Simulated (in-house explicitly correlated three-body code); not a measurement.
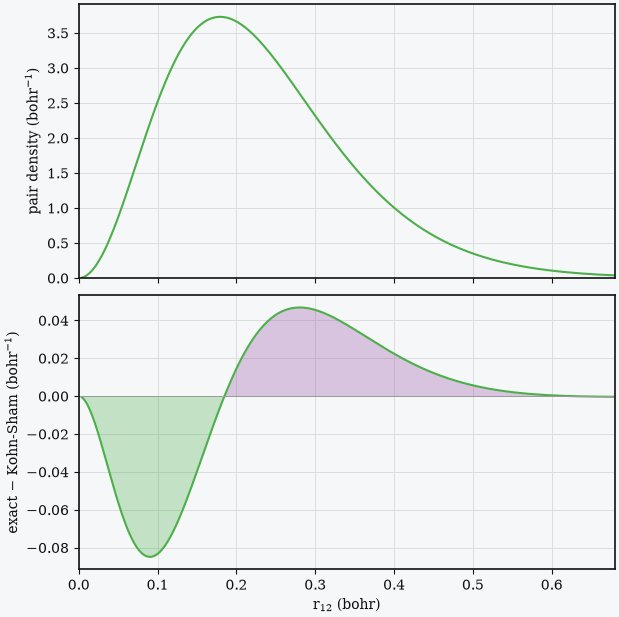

Two electrons around a point charge Z = 9.8. Computed variationally in 260 exponentially correlated functions with an in-house code, non-relativistic, converged to about 10⁻⁸ of the energy. The plot shows the distribution of the distance r₁₂ between the electrons in the ground state (one pair, times 4πr₁₂²) and its difference from that of the Kohn-Sham determinant with the same density, the Coulomb hole.

How large and how deep is the Coulomb hole?

Answer. The pair density peaks near r₁₂ = 0.18 bohr, and ⟨r₁₂⟩ = 0.2344 bohr. Correlation takes weight from short distances: the hole is deepest (−0.085 bohr⁻¹) near 0.091 bohr and first changes sign near 0.18 bohr, moving 0.89 % of the pair outwards. The mean cosine of the angle between the electrons is −0.0136, and the density-functional correlation energy is −45.67 millihartree.
